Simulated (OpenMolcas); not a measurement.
## Single-point calculation of C₂F₂

The run: single-point calculation of C₂F₂, SMILES FC#CF. Method and program: HF/pcseg-2, RHF (OpenMolcas 26.06).

The geometry comes from this level: PBE0-D4/def2-TZVP.

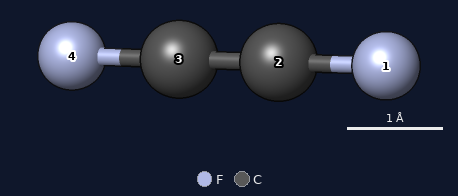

**Figure 1.** The structure as given in the input (ball-and-stick view, seen at a tilt; atoms are numbered from 1 in the order of the input). Bond lengths as drawn: C–C 1.18 Å and C–F 1.28 Å.

Summary

```csv
quantity,value
outcome,converged
total energy,−274.568611 hartree
basis functions,120
HOMO,−11.59 eV
LUMO,4.10 eV
dipole moment,0.00 debye
hardware,"1 thread of Arm Neoverse V1, 24 GiB of memory available, shared host"
wall time,5.4 s
peak memory,0.093 GiB
```

Input
```
* C2F2 Hartree-Fock

&GATEWAY
  BasLib
  $CurrDir
  Coord
  4
  bohr
  F     -0.25775864     0.24188494     3.50128456
  C     -0.06368377     0.05706973     1.10208828
  C      0.11602918    -0.11413946    -1.12136348
  F      0.31010406    -0.29895467    -3.52055977
  Basis
  pcseg-2
  Group
  NoSym
  RICD
  aCD
  CDThreshold
  0.0001

&SEWARD

&SCF
  PrOrbitals
  0
```

Run as:
```bash
export MOLCAS_MEM=1860
pymolcas job.inp > job.log
```

Log
```
--- Start Module: gateway ---

                                              &GATEWAY

                       available to each process: 1.9 GB of memory, 1 thread

 Basis Set     1 Label: F.PCSEG-2
 Basis set is read from library:.
 basistype.tbl is not found

 Basis Set     2 Label: C.PCSEG-2
 Basis set is read from library:.
 basistype.tbl is not found

 Basis Set     3 Label: F.PCSEG-2
 Basis set is read from library:.
 basistype.tbl is not found

++    Symmetry information:
      ---------------------

                    Character Table for C1

                             E
                    a        1  x, y, xy, Rz, z, xz, Ry, yz, Rx, I
--

++    Basis set information:
      ----------------------

      Basis set label: F.PCSEG-2.........

      Electronic valence basis set:
      ------------------
      Associated Effective Charge   9.000000 au
      Associated Actual Charge      9.000000 au
      Nuclear Model: Point charge

      Shell  nPrim  nBasis  Cartesian Spherical Contaminant
         s      11       4        X
         p       6       3        X
         d       2       2                 X
         f       1       1                 X

      Basis set label: C.PCSEG-2.........

      Electronic valence basis set:
      ------------------
      Associated Effective Charge   6.000000 au
      Associated Actual Charge      6.000000 au
      Nuclear Model: Point charge

      Shell  nPrim  nBasis  Cartesian Spherical Contaminant
         s      11       4        X
         p       6       3        X
         d       2       2                 X
         f       1       1                 X

      Basis set label: F.PCSEG-2.........

      Electronic valence basis set:
      ------------------
      Associated Effective Charge   9.000000 au
      Associated Actual Charge      9.000000 au
      Nuclear Model: Point charge

      Shell  nPrim  nBasis  Cartesian Spherical Contaminant
         s      11       4        X
         p       6       3        X
         d       2       2                 X
         f       1       1                 X
--

++    Molecular structure info:
      -------------------------

                    ************************************************
                    **** Cartesian Coordinates / bohr, angstrom ****
                    ************************************************

     Center  Label                x              y              z                     x              y              z
        1      F1              -0.257759       0.241885       3.501285             -0.136400       0.128000       1.852800
        2      C2              -0.063684       0.057070       1.102088             -0.033700       0.030200       0.583200
        3      C3               0.116029      -0.114139      -1.121363              0.061400      -0.060400      -0.593400
        4      F4               0.310104      -0.298955      -3.520560              0.164100      -0.158200      -1.863000

                    ***************************************
                    *    InterNuclear Distances / bohr    *
                    ***************************************

               1 F1            2 C2            3 C3            4 F4
    1 F1       0.000000
    2 C2       2.414118        0.000000
    3 C3       4.651381        2.237263        0.000000
    4 F4       7.065499        4.651381        2.414118        0.000000

                    *******************************************
                    *    InterNuclear Distances / angstrom    *
                    *******************************************

               1 F1            2 C2            3 C3            4 F4
    1 F1       0.000000
    2 C2       1.277496        0.000000
    3 C3       2.461405        1.183909        0.000000
    4 F4       3.738901        2.461405        1.277496        0.000000

                    **************************************
                    *    Valence Bond Angles / degree    *
                    **************************************
                          Atom centers                 Phi
                      1 F1       2 C2       3 C3       180.00
                      2 C2       3 C3       4 F4       180.00

           ***************************************************************
           *              Valence Dihedral Angles / degree               *
           ***************************************************************
                    Atom centers                       Phi1     Phi2     Theta
           1 F1       2 C2       3 C3       4 F4        180.00   180.00   180.00
--

            Nuclear Potential Energy             95.51099705 au

--- Stop Module: gateway /rc=_RC_ALL_IS_WELL_ ---

--- Start Module: seward ---

                                              &SEWARD

                       available to each process: 1.9 GB of memory, 1 thread

               SEWARD will generate:
                  Multipole Moment integrals up to order  2
                  Kinetic Energy integrals
                  Nuclear Attraction integrals (point charge)
                  One-Electron Hamiltonian integrals
                  Velocity integrals
                  Orbital angular momentum around (  0.0262  -0.0285  -0.0096 )
                  Velocity quadrupole around (  0.0262  -0.0285  -0.0096 )
                  RI decomposed two-electron repulsion integrals stored Cholesky style
                   - aCD auxiliary basis
                   - CD Threshold:   1.00E-04

                   Integrals are discarded if absolute value <: 1.00E-14
                   Integral cutoff threshold is set to       <: 1.00E-16

            Nuclear Potential Energy             95.51099705 au

      Basis set specifications :
      Symmetry species         a
      Basis functions          120

--- Stop Module: seward /rc=_RC_ALL_IS_WELL_ ---
--- Module seward spent 1 second ---

--- Start Module: scf ---

                                                &SCF

                       available to each process: 1.9 GB of memory, 1 thread

++    Input section:
      --------------

      Header of the integral files:

      Cartesian coordinates in angstrom:
      -----------------------------------------------------
      No.  Label        X            Y            Z
      -----------------------------------------------------
       1   F1        -0.13640000   0.12800000   1.85280000
       2   C2        -0.03370000   0.03020000   0.58320000
       3   C3         0.06140000  -0.06040000  -0.59340000
       4   F4         0.16410000  -0.15820000  -1.86300000
      -----------------------------------------------------
      Nuclear repulsion energy =   95.51099705
--

++    Orbital specifications:
      -----------------------

      Symmetry species               1
                                     a
      Frozen orbitals                0
      Occupied orbitals             15
      Secondary orbitals           105
      Deleted orbitals               0
      Total number of orbitals     120
      Number of basis functions    120
--

      Molecular charge                           0.000

++    Optimization specifications:
      ----------------------------

      SCF Algorithm: LK-RI/DF
      LK screening threshold:                     4.50E-02
      Local-Exchange (LK) algorithm.
       - the density matrix is decomposed
      The actual AO density is used
      Number of density matrices in core                 5
      Maximum number of NDDO SCF iterations            400
      Maximum number of HF SCF iterations              400
      Threshold for SCF energy change             1.00E-09
      Threshold for density matrix                1.00E-04
      Threshold for Fock matrix                   1.50E-04
      Threshold for linear dependence             1.00E-09
      Threshold at which DIIS is turned on        1.50E-01
      Maximum depth in the DIIS procedure                5
      Maximum depth in the BFGS Hessian update          30
      Threshold at which QNR/C2DIIS is turned on  7.50E-02
      Threshold for Norm(delta) (QNR/C2DIIS)      1.00E-03
      All orbitals punched on: SCFORB
--

      Input vectors read from INPORB
      Orbital file label: *Guess orbitals

++ Convergence information
                                   SCF        iterations: Energy and convergence statistics

Iter     Tot. SCF        One-elec.       Two-elec.     Energy      Max Dij or  Max Fij      DNorm      TNorm      AccCon     Time
         Energy          Energy          Energy        Change      Delta Norm                                                in Sec.
   1  -274.168292780  -566.407567013   196.728277180   0.00E+00    2.69E-01*   1.84E-01*    5.87E+00   1.55E+02   None         0.
   2  -274.524435728  -569.233371828   199.197939048  -3.56E-01*   9.39E-02*   6.11E-02*    5.93E+00   1.57E+02   EDIIS        0.
   3  -274.556528372  -569.492616564   199.425091140  -3.21E-02*   1.83E-02*   2.36E-02*    5.94E+00   1.57E+02   c2DIIS       0.
   4  -274.568266677  -568.985717088   198.906453359  -1.17E-02*   1.08E-02*   4.03E-03*    5.94E+00   1.57E+02   QNRc2DIIS    0.
   5  -274.568544661  -569.152870656   199.073328942  -2.78E-04*   4.17E-03*   2.71E-03*    5.95E+00   1.57E+02   QNRc2DIIS    0.
   6  -274.568608473  -569.098590600   199.018985075  -6.38E-05*   9.80E-04    3.64E-04*    5.95E+00   1.57E+02   QNRc2DIIS    0.
   7  -274.568610537  -569.086234719   199.006627130  -2.06E-06*   3.15E-04    1.28E-04     5.95E+00   1.57E+02   QNRc2DIIS    0.
   8  -274.568610817  -569.088682143   199.009074273  -2.81E-07*   1.00E-04    3.29E-05     5.95E+00   1.57E+02   QNRc2DIIS    0.
   9  -274.568610837  -569.089492355   199.009884466  -1.94E-08*   1.18E-05    3.54E-06     5.95E+00   1.57E+02   QNRc2DIIS    0.
  10  -274.568610837  -569.089502358   199.009894468  -2.94E-10    8.06E-07    3.35E-07     5.95E+00   1.57E+02   QNRc2DIIS    0.

       Convergence after  10 Iterations
--

 *****************************************************************************************************************************
 *                                             SCF/KS-DFT Program, Final results                                             *
 *                                                       Final Results                                                       *
 *****************************************************************************************************************************

::    Total SCF energy                               -274.5686108371
      One-electron energy                            -569.0895023579
      Two-electron energy                             199.0098944683
      Nuclear repulsion energy                         95.5109970525
      Kinetic energy (interpolated)                   274.7355788653
      Virial theorem                                    0.9993922592
      Total spin, S(S+1)                                0.0000000000
      Total spin, S                                     0.0000000000
      Max non-diagonal density matrix element           0.0000004913
      Max non-diagonal Fock matrix element              0.0000000632

      No orbitals printed

++    Molecular charges:
      ------------------

      Mulliken charges per centre
      ---------------------------

                F1      C2      C3      F4
      Total    9.2787  5.7213  5.7213  9.2787

      N-E     -0.2787  0.2787  0.2787 -0.2787

      Total electronic charge=   30.000000

      Total            charge=   -0.000000
--

++    Molecular properties:
      ---------------------

      Charge (e):
                      =   -0.0000
      Dipole Moment (debye):
      Origin of the operator (angstrom)=    0.0139   -0.0151   -0.0051
                   X= -4.1873E-09               Y=  3.0044E-09               Z=  3.8889E-08           Total=  3.9229E-08
      Quadrupole Moment (debye*angstrom):
      Origin of the operator (angstrom)=    0.0139   -0.0151   -0.0051
                  XX= -2.0352E+01              XY=  8.6594E-03              XZ=  1.1239E-01              YY= -2.0352E+01
                  YZ= -1.0700E-01              ZZ= -2.1732E+01
      In traceless form (debye*angstrom)
                  XX=  6.8938E-01              XY=  1.2989E-02              XZ=  1.6858E-01              YY=  6.9066E-01
                  YZ= -1.6050E-01              ZZ= -1.3800E+00
--

--- Stop Module: scf /rc=_RC_ALL_IS_WELL_ ---
--- Module scf spent 2 seconds ---

.##################.
.# Happy landing! #.
.##################.

    Timing: Wall=5.19 User=4.80 System=0.39
```

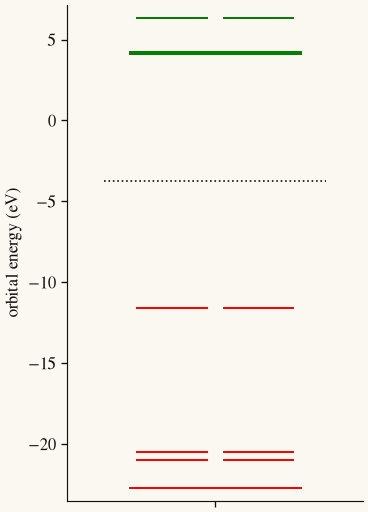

**Figure 2.** Orbital energies near the frontier; the dotted line parts filled from empty levels, and levels within 0.02 eV of each other stand side by side. Highest filled −11.59 eV, lowest empty 4.10 eV, 15.69 eV apart.
